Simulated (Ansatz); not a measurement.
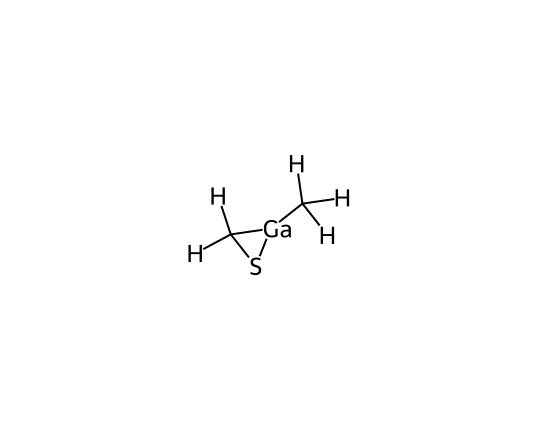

Skeletal drawing of a molecule.

> Give its SMILES.

[CH3][Ga]1[CH2][S]1

> What is the molecular formula?

C2H5GaS.

The parts below concern this one geometry. Atoms keep their numbers from picture to picture. Computed geometry: PBE0-D4/def2-TZVP optimisation.

**Geometry**

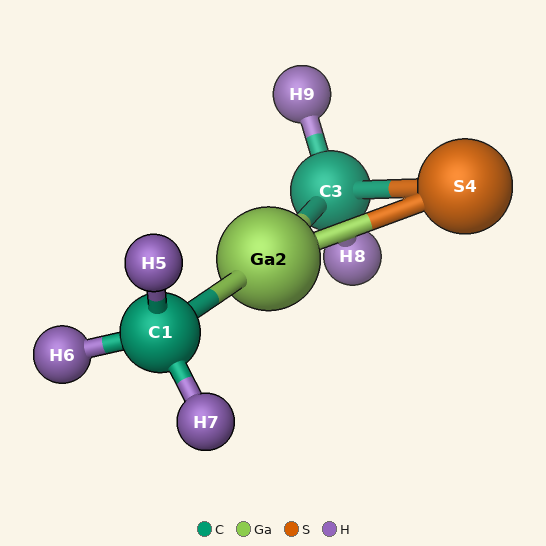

Which atoms are bonded, and how long are the bonds?

| bond | length (Å) |
| --- | --- |
| C1–Ga2 | 1.935 |
| C1–H5 | 1.091 |
| C1–H6 | 1.089 |
| C1–H7 | 1.091 |
| Ga2–C3 | 1.932 |
| Ga2–S4 | 2.176 |
| C3–S4 | 1.887 |
| C3–H8 | 1.086 |
| C3–H9 | 1.086 |

**Electronic properties**

Properties computed with RKS BLYP-D4/def2-TZVPP (Ansatz 0.2.0).

> Give the dispersion correction at this level.

−40.1 kJ/mol.

> Estimate the LUMO energy (Kohn–Sham orbital).

−1.60 eV.

> Estimate the HOMO energy (Kohn–Sham orbital).

−5.20 eV.

**Dipole moment**

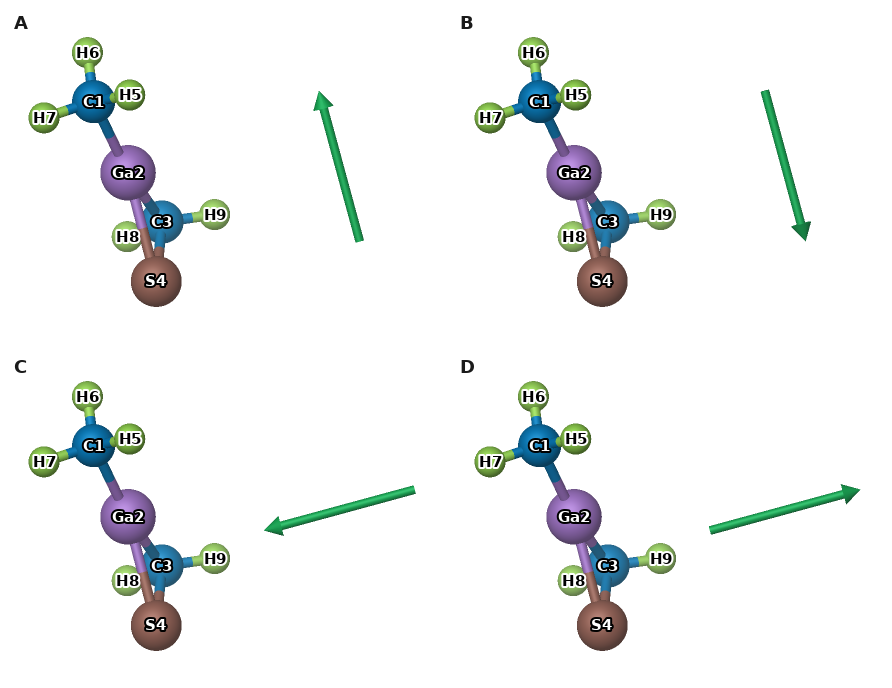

The same molecule four times, each with an arrow. Level of theory: RKS PBE0-D4/def2-TZVP (Ansatz 0.2.0).

> Which arrow points along the dipole moment, from the negative to the positive end?

A. The dipole moment is 3.52 D; it points from the side of S4 to the side of H6 (the outermost atoms at the two ends).

**Charges**

The questions are on Mulliken charges. Method: RKS PBE-D4/def2-TZVPP (Ansatz 0.2.0).

List the Mulliken charges.

| atom | value (e) |
| --- | --- |
| C1 | −0.37 |
| Ga2 | 0.30 |
| C3 | −0.26 |
| S4 | −0.25 |
| H5 | 0.11 |
| H6 | 0.12 |
| H7 | 0.11 |
| H8 | 0.11 |
| H9 | 0.11 |

Mulliken values depend strongly on the basis set and can even reverse the polarity of a bond.
